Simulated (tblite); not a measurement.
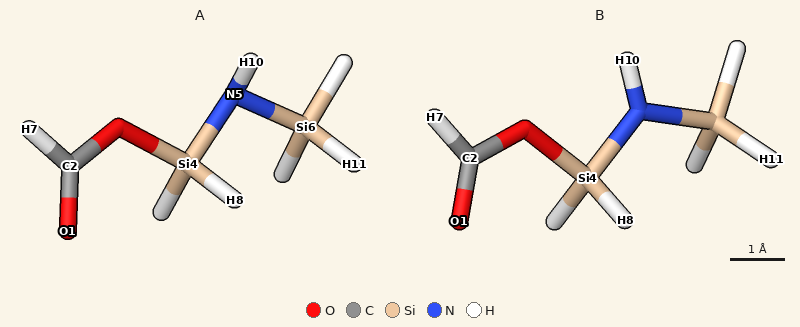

Two geometries of CH₇NO₂Si₂, drawn at one scale. One is the start of a relaxation, the other its converged end. Style: stick. Shown from a free direction.

The calculation used GFN2-xTB geometry optimisation, gas phase (tblite). 

**Which of the two is the end point?**

Structure B is the relaxed one. Over 60 geometry steps the energy falls by 11.1 kcal/mol. The atom that moves furthest after the best rigid fit is an H atom (0.55 Å). By element the largest moves are H 0.55 Å, N 0.35 Å, Si 0.28 Å, O 0.24 Å, C 0.14 Å. Some distances before and after: Si–Si 2.766 → 3.078 Å, N–Si 1.697 → 1.734 Å, H–Si 1.492 → 1.456 Å, C–O 1.336 → 1.303 Å. Bond angles that change, for instance: Si–N–Si 109.3° → 126.5°, Si–N–H 108.8° → 117.0°, Si–N–H 108.5° → 116.2°.
